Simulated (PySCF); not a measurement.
C4H5Cl3 (SMILES C=C(C)C(Cl)(Cl)Cl)

Input

```
{"job": {"kind": "nmr", "xc": "PBE0", "basis": "pcSseg-1"}, "charge": 0, "multiplicity": 1}
C     -0.006217     1.536082    -0.399429
C     -0.042564     0.260278    -0.047503
C     -1.177569    -0.342610     0.722181
C      1.057969    -0.700866    -0.390050
Cl     1.752003    -1.398529     1.105171
Cl     0.412820    -2.048632    -1.375302
Cl     2.394950     0.021433    -1.301162
H      0.808493     1.968075    -0.951416
H     -0.812901     2.197228    -0.136665
H     -0.822357    -0.753552     1.665023
H     -1.929625     0.412632     0.927089
H     -1.633803    -1.152223     0.156037
```

Run with:

```sh
OMP_NUM_THREADS=1 python probes_run.py task.json out
```

Geometry: GFN2-xTB.

Method: PBE0/pcSseg-1, SCF density, gas phase, non-relativistic in PySCF 2.14.0.

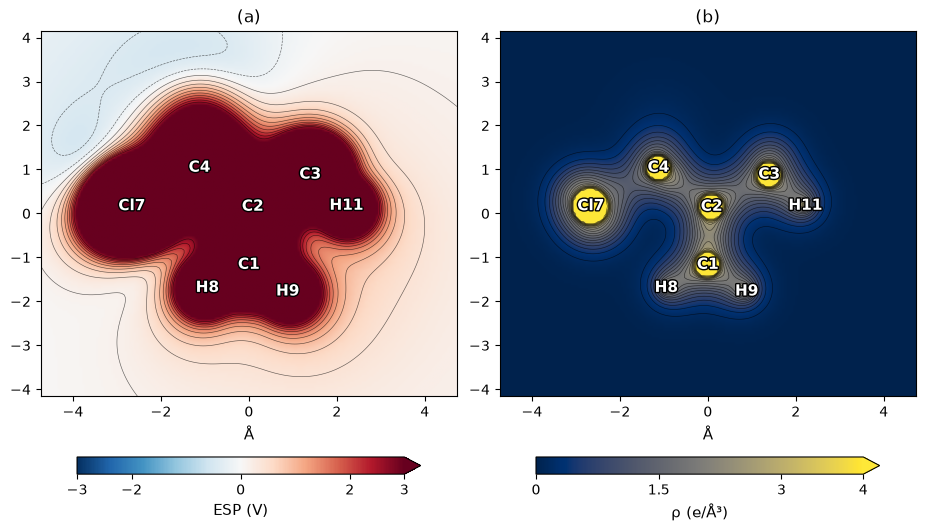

Figure 1. (a) electrostatic potential; (b) total electron density on the plane of atoms C2, C3 and H11.

Q: Read the bonding off the picture.

A: The plane passes through C, Cl and H nuclei. C–C (1.32 Å): the density is about 2.3 e/Å³ at the midpoint. C–Cl (1.77 Å): the density is about 1.4 e/Å³ at the midpoint. C–H (1.07 Å): ρ is about 2.1 e/Å³ halfway. C–C (1.50 Å): the density is about 1.7 e/Å³ at the midpoint. Outside the dense part of the molecule the potential is most negative (−0.5 V) near Cl7.

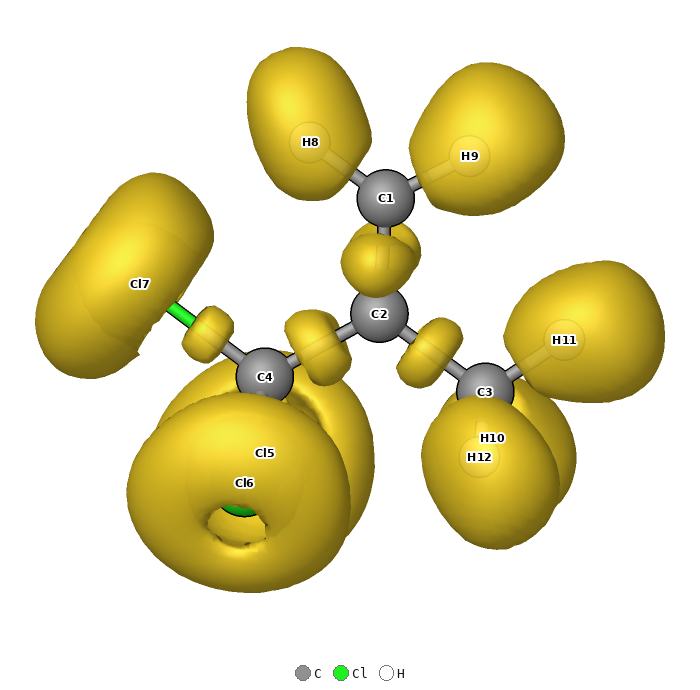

Figure 2. Isosurface of the ELF at 0.8 (yellow), seen across its widest extent. Core shells and regions of very low density are left out.

Q: Where are the electrons localised?

A: The surface consists of three regions between bonded C–C atoms (shared pairs), three regions between bonded C–Cl atoms (shared pairs), five regions around hydrogen nuclei and three rings or bowls of non-bonding electrons around Cl.


C–C (1.32 Å): the ELF peaks at about 0.95 between the atoms: a short, multiple covalent bond. C–Cl (1.77 Å): the ELF peaks at about 0.90 between the atoms, as expected for a shared electron pair.

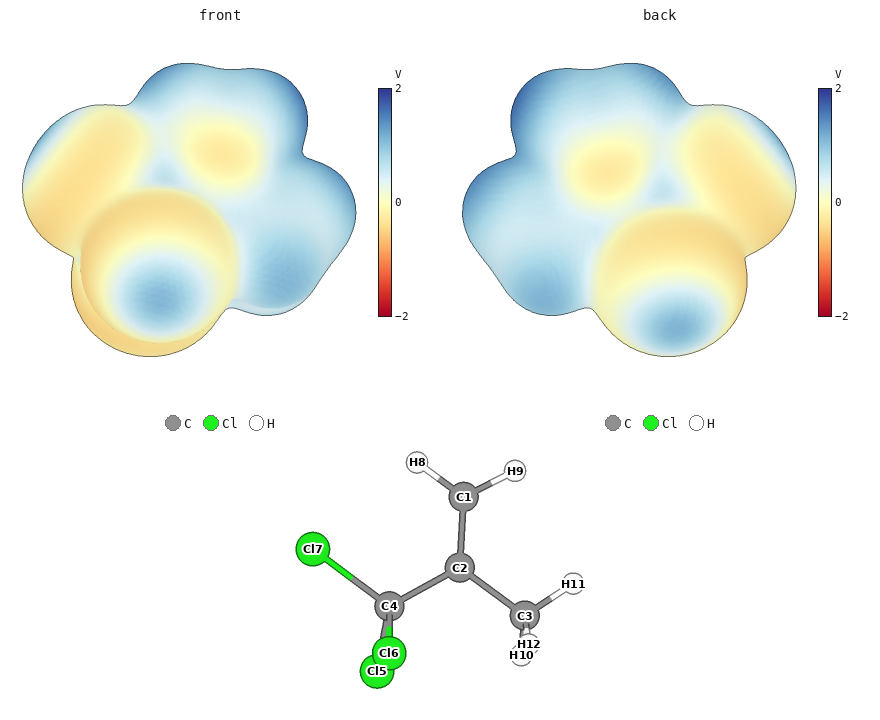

Figure 3. The molecular electrostatic potential painted on the density surface at 0.004 e/bohr³, seen from the front and from behind; red is negative and blue positive. The bare structure is drawn below in the same view.

Q: Which sites attract a positive test charge, and which a negative one?

A: A positive charge is drawn to the negative regions and a negative charge to the positive ones. The most negative region (about −0.5 V) lies over Cl5, Cl6 and Cl7, the most positive (about +1.5 V) over H9. Cl5 shows a σ-hole: about +1.1 V at the tip opposite its bond, against about −0.1 V on its flanks. Cl6 shows a σ-hole: about +1.1 V at the tip opposite its bond, against about 0.0 V on its flanks. Cl7 shows a σ-hole: about +1.2 V at the tip opposite its bond, against about 0.0 V on its flanks.
